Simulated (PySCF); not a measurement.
Consider C₂H₉FO₂Si₃.

```yaml
atoms:
  - { symbol: O, position_ang: [0.7188, 0.9355, -1.6238] }
  - { symbol: Si, position_ang: [1.9495, 0.7552, -0.5940] }
  - { symbol: C, position_ang: [1.7973, -0.8359, 0.4389] }
  - { symbol: F, position_ang: [2.9882, -1.1750, 1.0235] }
  - { symbol: C, position_ang: [0.7674, -1.6420, 0.6804] }
  - { symbol: Si, position_ang: [-0.9891, -1.4834, 0.0478] }
  - { symbol: O, position_ang: [-1.4548, 0.0838, -0.0169] }
  - { symbol: Si, position_ang: [-2.0557, 1.4179, 0.6983] }
  - { symbol: H, position_ang: [-0.1781, 0.7793, -1.3248] }
  - { symbol: H, position_ang: [2.0444, 1.8614, 0.3650] }
  - { symbol: H, position_ang: [3.1095, 0.6300, -1.4656] }
  - { symbol: H, position_ang: [0.9646, -2.5095, 1.3027] }
  - { symbol: H, position_ang: [-1.1584, -1.9204, -1.3375] }
  - { symbol: H, position_ang: [-1.8866, -2.1696, 0.9780] }
  - { symbol: H, position_ang: [-3.0479, 1.0181, 1.6927] }
  - { symbol: H, position_ang: [-2.6468, 2.1519, -0.4171] }
  - { symbol: H, position_ang: [-0.9293, 2.1147, 1.3158] }
```

Geometry: GFN2-xTB.

Computed with PBE0/pcSseg-1, SCF density, gas phase, non-relativistic in PySCF.

Question: What can the converged electron density and electron localisation function tell about the bonding?

Answer: C–C (1.33 Å): ρ is about 2.3 e/Å³ halfway; the ELF peaks at about 0.95 between the atoms: a multiple bond.
C–F (1.37 Å): ρ at the midpoint is about 2.1 e/Å³, with its minimum of 1.6 e/Å³ about 0.5 Å from C; the ELF peaks at about 0.85 between the atoms (a polar covalent bond).
C–Si (1.87 Å): ρ is about 0.95 e/Å³ halfway; the ELF peaks at about 0.95 between the atoms: a covalent bond.
C–H (1.09 Å): ρ is about 2 e/Å³ halfway; the ELF climbs to about 1 towards the hydrogen, as it does in any bond to H: a covalent bond by its length.

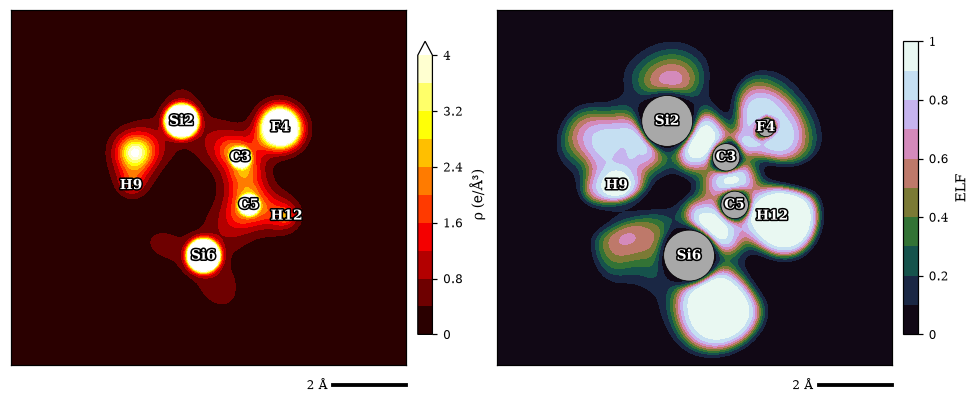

Computed electron density and electron localisation function on the plane of atoms C3, C5 and Si6, in this order. Grey discs cover the atomic cores in the ELF map. 
